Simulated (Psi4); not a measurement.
**doublet [KNH2]+ at 5 levels**

Wanted: a comparison of 5 runs (UHF/def2-TZVP, UBLYP/def2-TZVP, UPBE/def2-TZVP, UMP2/def2-TZVP, UCCSD/def2-TZVP) of doublet [KNH2]+. 

The calculation is run with Psi4 1.11.

2 further runs of the same task are left out: 2 set aside as unsound or not needed.

### 1 The system as given

[KNH2]+ has 4 atoms, charge +1, and is taken as a doublet. As SMILES of the parent species, `[NH2][K]`. Geometry: relaxed at PBE0-D4/def2-TZVP. That shape belongs to the parent species and isn't relaxed for this state.

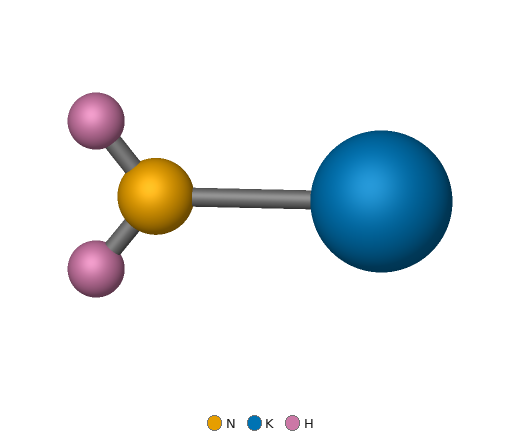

Viewed from a chosen angle; nitrogen amber, potassium blue, hydrogen pink.

### 2 The energy at UHF/def2-TZVP (run 1)

Input file calc.dat:

```
memory 1600 mb

molecule m {
  1 2
  N     -0.218900     0.035500    -0.153100
  K      1.762300    -0.394400     1.107100
  H     -1.148700    -0.357700    -0.023700
  H     -0.339300     0.656400    -0.950600
  units angstrom
  symmetry c1
  no_reorient
  no_com
}

set reference uhf
set puream true
set e_convergence 1e-09
set d_convergence 1e-08
set scf_type pk
set maxiter 200

energy("hf/def2-TZVP")
print_variables()
```

Command:

```console
$ psi4 -n 1 calc.dat calc.out
```

calc.out:

```text
[...]
  Running in c1 symmetry.
[...]
  Nuclear repulsion =   43.533290780549933
[...]
  Multiplicity = 2
[...]
  Nalpha       = 14
  Nbeta        = 13
[...]
    Number of basis functions: 76
[...]
   @UHF iter   1:  -654.57208314092850   -6.06985e-01   3.53177e-03 ADIIS/DIIS
[...]
   @UHF iter  14:  -654.60870615884812   -4.49063e-11   7.69523e-09 DIIS
[...]
   @S^2 Observed:                7.585004539E-01
[...]
    Orbital Energies [Eh]
    ---------------------
    Alpha Occupied:
       1A   -133.692785     2A    -15.782105     3A    -14.650457
       4A    -11.680279     5A    -11.680240     6A    -11.679976
       7A     -1.912727     8A     -1.365379     9A     -1.121487
      10A     -1.121246    11A     -1.121169    12A     -0.842629
      13A     -0.719768    14A     -0.714708
    Alpha Virtual:
      15A     -0.122650    16A     -0.064406    17A     -0.062432
      18A     -0.058257    19A     -0.029765    20A     -0.007195
      21A     -0.005897    22A      0.004564    23A      0.007819
      24A      0.010710    25A      0.066640    26A      0.095261
[...]
  @UHF Final Energy:  -654.60870615884812
   => Energetics <=
    Nuclear Repulsion Energy =             43.5332907805499332
    One-Electron Energy =                -981.0461028304738420
    Two-Electron Energy =                 282.9041058910757442
    Total Energy =                       -654.6087061588482356
  UHF NO Occupations:
  HONO-2 :   12  A 1.9991343
  HONO-1 :   13  A 1.9970985
[...]
 Multipole Moments:
 ------------------------------------------------------------------------------------
     Multipole            Electronic (a.u.)      Nuclear  (a.u.)        Total (a.u.)
 ------------------------------------------------------------------------------------
 L = 1.  Multiply by 2.5417464519 to convert [e a0] to [Debye]
 Dipole X            :        -55.2184754           57.5674829            2.3490075
 Dipole Y            :         12.5942836          -13.1267936           -0.5325100
 Dipole Z            :        -34.4159004           35.8838204            1.4679200
 Magnitude           :                                                    2.8206723
[...]
```

It took 2.8 s on 1 thread of Intel Xeon Platinum 8488C (Sapphire Rapids), shared host; peak memory 0.28 GiB.

### 3 Energy and gradient at UBLYP/def2-TZVP (run 2)

Input file input.json:

```json
{
 "schema_name": "qcschema_input",
 "schema_version": 1,
 "molecule": {
  "schema_name": "qcschema_molecule",
  "schema_version": 2,
  "symbols": ["N", "K", "H", "H"],
  "geometry": [-0.41366105, 0.06708528, -0.28931707, 3.33026435, -0.74530798, 2.09211579, -2.1707284, -0.67595503, -0.04478651, -0.64118407, 1.24041623, -1.79637365],
  "molecular_charge": 1,
  "molecular_multiplicity": 2,
  "fix_symmetry": "c1",
  "fix_com": true,
  "fix_orientation": true
 },
 "driver": "gradient",
 "model": {
  "method": "blyp",
  "basis": "def2-TZVP"
 },
 "keywords": {
  "reference": "uks",
  "puream": true,
  "e_convergence": 1e-09,
  "d_convergence": 1e-08,
  "scf_type": "pk",
  "dft_radial_points": 99,
  "dft_spherical_points": 590,
  "maxiter": 200,
  "scf_properties": ["MULLIKEN_CHARGES", "LOWDIN_CHARGES", "DIPOLE"]
 }
}
```

Command:

```console
$ psi4 --qcschema input.json -n 1 --memory 1600MB
```

stdout:

```text
[...]
  Running in c1 symmetry.
[...]
  Nuclear repulsion =   43.533290813880328
[...]
  Multiplicity = 2
[...]
  Nalpha       = 14
  Nbeta        = 13
[...]
    Number of basis functions: 76
[...]
   @UKS iter   1:  -655.46939238962273   -9.71364e-02   8.59598e-03 DIIS/ADIIS
[...]
   @UKS iter  10:  -655.64569836990927   -8.41283e-11   7.46690e-09 DIIS
[...]
   @S^2 Observed:                7.525165552E-01
[...]
  @UKS Final Energy:  -655.64569836990927
   => Energetics <=
    Nuclear Repulsion Energy =             43.5332908138803276
    One-Electron Energy =                -981.0627920652742660
    Two-Electron Energy =                 322.8134395912670698
    DFT Exchange-Correlation Energy =     -40.9296367097823932
    Empirical Dispersion Energy =           0.0000000000000000
    VV10 Nonlocal Energy =                  0.0000000000000000
    Total Energy =                       -655.6456983699092689
[...]
 Multipole Moments:
 ------------------------------------------------------------------------------------
     Multipole            Electronic (a.u.)      Nuclear  (a.u.)        Total (a.u.)
 ------------------------------------------------------------------------------------
 L = 1.  Multiply by 2.5417464519 to convert [e a0] to [Debye]
 Dipole X            :        -55.2403259           57.5674828            2.3271569
 Dipole Y            :         12.5990281          -13.1267935           -0.5277653
 Dipole Z            :        -34.4297960           35.8838204            1.4540243
 Magnitude           :                                                    2.7943483
[...]
  Mulliken Charges: (a.u.)
   Center  Symbol    Alpha    Beta     Spin     Total
       1     N     4.25420  3.21216  1.04204 -0.46637
       2     K     9.03300  9.02954  0.00346  0.93746
       3     H     0.35640  0.37915 -0.02275  0.26444
       4     H     0.35639  0.37915 -0.02276  0.26446
   Total alpha = 14.00000, Total beta = 13.00000, Total charge =  1.00000
  Lowdin Charges: (a.u.)
   Center  Symbol    Alpha    Beta     Spin     Total
       1     N     4.03890  3.07274  0.96616 -0.11164
       2     K     9.11496  9.09356  0.02140  0.79147
[...]
  -Total Gradient:
     Atom            X                  Y                   Z
    ------   -----------------  -----------------  -----------------
       1        0.013147715724    -0.002886352032     0.008404625619
       2       -0.028122167853     0.006101194070    -0.017887842663
       3        0.013303127893     0.005658096321    -0.001892833445
       4        0.001668688947    -0.008872366618     0.011374373714
[...]
```

The result, in JSON:

```text
{
 "driver": "gradient",
 "model": {
  "method": "blyp",
  "basis": "def2-TZVP"
 },
 "success": true,
 "return_result": [0.013147715723727249, -0.00288635203210999, 0.008404625618797484, -0.028122167852725307, 0.006101194069602411, -0.017887842663293137, 0.013303127893002586, 0.005658096321327105, -0.0018928334451480122, 0.0016686889470028457, -0.008872366618159516, 0.011374373713791769],
 "properties": {
  "calcinfo_nbasis": 76,
  "calcinfo_nmo": 76,
  "calcinfo_nalpha": 14,
  "calcinfo_nbeta": 13,
  "calcinfo_natom": 4,
  "nuclear_repulsion_energy": 43.53329081388033,
  "return_energy": -655.6456983699093,
  "return_gradient": [0.013147715723727249, -0.00288635203210999, 0.008404625618797484, -0.028122167852725307, 0.006101194069602411, -0.017887842663293137, 0.013303127893002586, 0.005658096321327105, -0.0018928334451480122, 0.0016686889470028457, -0.008872366618159516, 0.011374373713791769],
  "scf_one_electron_energy": -981.0627920652743,
  "scf_two_electron_energy": 322.81343959126707,
  "scf_xc_energy": -40.92963670978239,
  "scf_dipole_moment": [2.327156897964052, -0.5277653106021685, 1.4540243389247607],
  "scf_total_energy": -655.6456983699093,
  "scf_total_gradient": [0.013147715723727249, -0.00288635203210999, 0.008404625618797484, -0.028122167852725307, 0.006101194069602411, -0.017887842663293137, 0.013303127893002586, 0.005658096321327105, -0.0018928334451480122, 0.0016686889470028457, -0.008872366618159516, 0.011374373713791769],
  "scf_iterations": 10
 }
}
```

Wall time 11 s (1 thread of Intel Xeon Platinum 8488C (Sapphire Rapids), shared host); peak memory 0.73 GiB.

Runs 3 to 4 aren't shown in full; the table further down has their settings and results.

### 4 The energy at UCCSD/def2-TZVP (run 5)

Input file calc.inp:

```
memory 1.6 GB

molecule molecule1 {
  1 2
  N     -0.41366105     0.06708528    -0.28931707
  K      3.33026435    -0.74530798     2.09211579
  H     -2.17072840    -0.67595503    -0.04478651
  H     -0.64118407     1.24041623    -1.79637365
  units bohr
  symmetry c1
  no_reorient
  no_com
}

set {
  reference uhf
  puream true
  e_convergence 1e-09
  d_convergence 1e-08
  scf_type pk
  num_frozen_docc 6
  maxiter 200
}

e_tot, wfn = energy("ccsd/def2-TZVP", return_wfn=True)
```

Command:

```console
$ psi4 -i calc.inp -o calc.out -n 1
```

calc.out:

```text
[...]
  Running in c1 symmetry.
[...]
  Nuclear repulsion =   43.533290813880328
[...]
  Multiplicity = 2
[...]
  Nalpha       = 14
  Nbeta        = 13
[...]
    Number of basis functions: 76
[...]
   @UHF iter   1:  -654.57224594952800   -6.05266e-01   3.52074e-03 DIIS/ADIIS
[...]
   @UHF iter  14:  -654.60870615882948   -4.69527e-11   7.71286e-09 DIIS
[...]
   @S^2 Observed:                7.585004541E-01
[...]
    Orbital Energies [Eh]
    ---------------------
    Alpha Occupied:
       1A   -133.692785     2A    -15.782105     3A    -14.650457
       4A    -11.680279     5A    -11.680240     6A    -11.679976
       7A     -1.912727     8A     -1.365379     9A     -1.121487
      10A     -1.121246    11A     -1.121169    12A     -0.842629
      13A     -0.719768    14A     -0.714708
    Alpha Virtual:
      15A     -0.122650    16A     -0.064406    17A     -0.062432
      18A     -0.058257    19A     -0.029765    20A     -0.007195
      21A     -0.005897    22A      0.004564    23A      0.007819
      24A      0.010710    25A      0.066640    26A      0.095261
[...]
  @UHF Final Energy:  -654.60870615882948
   => Energetics <=
    Nuclear Repulsion Energy =             43.5332908138803276
    One-Electron Energy =                -981.0461029009793492
    Two-Electron Energy =                 282.9041059282695869
    Total Energy =                       -654.6087061588294773
  UHF NO Occupations:
  HONO-2 :   12  A 1.9991343
  HONO-1 :   13  A 1.9970985
[...]
 Multipole Moments:
 ------------------------------------------------------------------------------------
     Multipole            Electronic (a.u.)      Nuclear  (a.u.)        Total (a.u.)
 ------------------------------------------------------------------------------------
 L = 1.  Multiply by 2.5417464519 to convert [e a0] to [Debye]
 Dipole X            :        -55.2184754           57.5674828            2.3490075
 Dipole Y            :         12.5942836          -13.1267935           -0.5325098
 Dipole Z            :        -34.4159002           35.8838204            1.4679201
 Magnitude           :                                                    2.8206723
[...]
      * MP2 total energy                      = -654.940946705028750
[...]
      * CCSD total energy                     = -654.969608929502783
[...]
```

Run time: 20 s. Hardware: 1 thread of Intel Xeon Platinum 8488C (Sapphire Rapids), shared host; peak memory 0.46 GiB.

### 5 All runs side by side

| run | level | task | integration grid | energy (Eh) | HOMO energy (eV) | LUMO energy (eV) | ⟨S²⟩ | wall time |
| --- | --- | --- | --- | --- | --- | --- | --- | --- |
| 1 | UHF/def2-TZVP | energy | – | -654.608706 | -18.45 | -3.34 | 0.758 | 2.8 s |
| 2 | UBLYP/def2-TZVP | gradient | 99 radial × 590 angular | -655.645698 | -12.73 | -10.00 | 0.753 | 11 s |
| 3 | UPBE/def2-TZVP | gradient | 99 radial × 590 angular | -655.376593 | -12.93 | -9.94 | 0.753 | 13 s |
| 4 | UMP2/def2-TZVP | energy | – | -654.940947 | -18.45 | -3.34 | 0.758 | 3.9 s |
| 5 | UCCSD/def2-TZVP | energy | – | -654.969609 | -18.45 | -3.34 | 0.758 | 20 s |

### 6 What came out

| quantity | value |
| --- | --- |
| run 5: total energy | -654.96961 Eh |
| run 5: HOMO energy (Hartree–Fock orbitals) (highest over α and β) | -18.45 eV |
| run 5: LUMO energy (Hartree–Fock orbitals) (lowest over α and β) | -3.34 eV |
| run 5: correlation energy (6 core orbitals frozen) | -360.9 mEh |
| run 5: ⟨S²⟩ of the reference determinant | 0.758 |
| run 5: T1 diagnostic | 0.009 |

In words: Below the UHF energy at the same shape and in the same basis (def2-TZVP): UMP2 -332.2 mEh; UCCSD -360.9 mEh. Totals of different functionals can't be ranked against each other. All runs together took 51 s, the longest 20 s.
